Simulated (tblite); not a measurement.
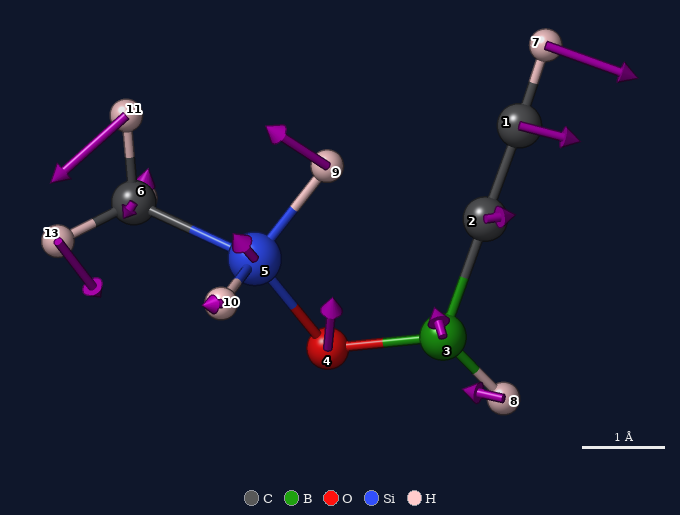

This is a relaxation of C3H7BOSi. The starting structure is drawn; purple arrows show the displacements, at their true length. The two geometries are superimposed by the best rigid fit.

The picture is a ball-and-stick view, seen at a tilt.

Level of theory: GFN2-xTB geometry optimisation, gas phase in tblite. 

### Atoms of which element are displaced furthest, and by how much?

Hydrogen: up to 1.26 Å, against 0.90 Å for oxygen.

### What happened in the run?

The largest move after the best rigid fit is that of an H atom, 1.26 Å. By element the largest moves are H 1.26 Å, O 0.90 Å, C 0.82 Å, Si 0.56 Å, B 0.46 Å. Near-neighbour distances that change, for instance: B–Si 2.554 → 2.865 Å, B–O 1.494 → 1.320 Å, O–Si 1.711 → 1.618 Å, C–H 1.128 → 1.086 Å. Among the angles between lasting bonds that change: B–O–Si 105.5° → 154.3°, O–Si–H 113.5° → 103.0°, H–C–H 115.4° → 107.5°. Groups turn about C–Si by about 35°, O–Si by about 35°. After 120 geometry steps the energy has fallen by 158.3 kJ/mol. Cost: 0.65 s on 1 thread of Arm Neoverse V1 (shared host).
